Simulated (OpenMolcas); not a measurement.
**RGE2/def2-TZVPP (core potential) run of InF (SMILES [F][In])**

Aim: the vertical singlet–triplet gap of InF at RGE2/def2-TZVPP (core potential), from 2 runs. 

The calculation is run with OpenMolcas 26.06.

## Step 1: The molecule

InF: 2 atoms, total charge 0, spin state singlet. As SMILES, `[F][In]`. The shape comes from GFN2-xTB, which is rough for such elements, and wasn't checked as a minimum.

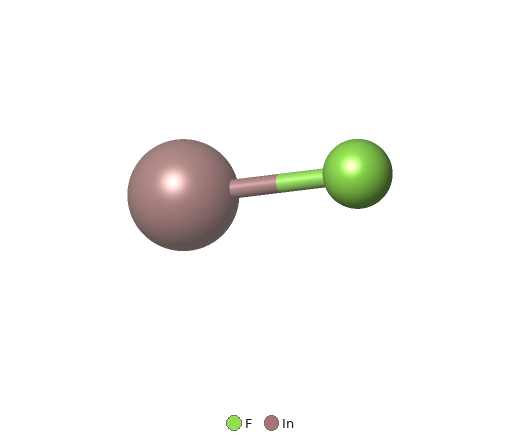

Viewed from a chosen angle; fluorine green, indium brown.

## Step 2: The energy at RGE2/def2-TZVPP (core potential)

geom.xyz reads:

```xyz
2

F      0.000000     0.000000     0.000000
In     0.000000     0.000000     2.025490
```

job.inp reads:

```
* FIn Kohn-Sham DFT

&GATEWAY
 BASLIB=$CurrDir
 COORD=geom.xyz
 BASIS=def2-TZVPP
 GROUP=NoSym

&SEWARD

&SCF
 KSDFT=RGE2
 PRORBITALS=0
```

The basis set def2-TZVPP is read from a file made from the Basis Set Exchange's data (not shown).

On the command line:

```console
$ export MOLCAS_MEM=1860
$ pymolcas job.inp > job.log
```

The log of the run:

```text
--- Start Module: gateway ---
[...]
--- Stop Module: gateway /rc=_RC_ALL_IS_WELL_ ---
--- Start Module: seward ---
[...]
      Basis functions           81
--- Stop Module: seward /rc=_RC_ALL_IS_WELL_ ---
[...]
--- Start Module: scf ---
[...]
       Convergence after  17 Iterations
[...]
::    Total KS-DFT energy                            -289.5876071689
[...]
      Total spin, S                                     0.0000000000
[...]
      Total electronic charge=   30.000000
      Total            charge=   -0.000000
[...]
      Dipole Moment (debye):
      Origin of the operator (angstrom)=    0.0000    0.0000    1.7381
                   X=  1.0545E-15               Y=  1.7111E-15               Z=  3.1762E+00           Total=  3.1762E+00
      Quadrupole Moment (debye*angstrom):
[...]
--- Stop Module: scf /rc=_RC_ALL_IS_WELL_ ---
[...]
```

It took 6 s on 1 thread of Arm Neoverse V1, shared host; peak memory 0.45 GiB.

## Step 3: The triplet, same level

geom.xyz is that of step 2.

job.inp reads:

```
* FIn Kohn-Sham DFT
&GATEWAY
BasLib=$CurrDir
Coord=geom.xyz
Basis=def2-TZVPP
Group=NoSym
&SEWARD
&SCF
UHF
Spin=3
KSDFT=RGE2
PrOrbitals=0
```

The basis set def2-TZVPP is read from a file made from the Basis Set Exchange's data (not shown).

On the command line:

```console
$ export MOLCAS_MEM=1860
$ pymolcas job.inp > job.log
```

The log of the run:

```text
--- Start Module: gateway ---
[...]
--- Stop Module: gateway /rc=_RC_ALL_IS_WELL_ ---
--- Start Module: seward ---
[...]
      Basis functions           81
--- Stop Module: seward /rc=_RC_ALL_IS_WELL_ ---
[...]
--- Start Module: scf ---
[...]
       Convergence after  26 Iterations
[...]
::    Total KS-DFT energy                            -289.4481163388
[...]
      Total spin, S                                     1.0008679010
[...]
      Total electronic charge=   30.000000
      Total            charge=   -0.000000
[...]
      Dipole Moment (debye):
      Origin of the operator (angstrom)=    0.0000    0.0000    1.7381
                   X= -1.2442E-15               Y= -8.1484E-16               Z=  2.5804E+00           Total=  2.5804E+00
      Quadrupole Moment (debye*angstrom):
[...]
--- Stop Module: scf /rc=_RC_ALL_IS_WELL_ ---
[...]
```

Run time: 9.6 s. Hardware: 1 thread of Arm Neoverse V1, shared host; peak memory 0.45 GiB.

## Step 4: What came out

Level: RGE2/def2-TZVPP (core potential).

| quantity | value |
| --- | --- |
| singlet: total energy | -289.58761 Eh |
| singlet: dipole moment | 3.18 D |
| singlet: HOMO energy | -6.43 eV |
| singlet: LUMO energy | -2.16 eV |
| singlet: HOMO–LUMO gap | 4.26 eV |
| triplet: total energy | -289.44812 Eh |
| triplet: dipole moment | 2.58 D |
| triplet: HOMO energy (highest over α and β) | -3.24 eV |
| triplet: ⟨S²⟩ | 2.003 |
| vertical energy of the triplet above the singlet | 3.796 eV |

At this shape the triplet lies 3.80 eV (88 kcal/mol) above the singlet.
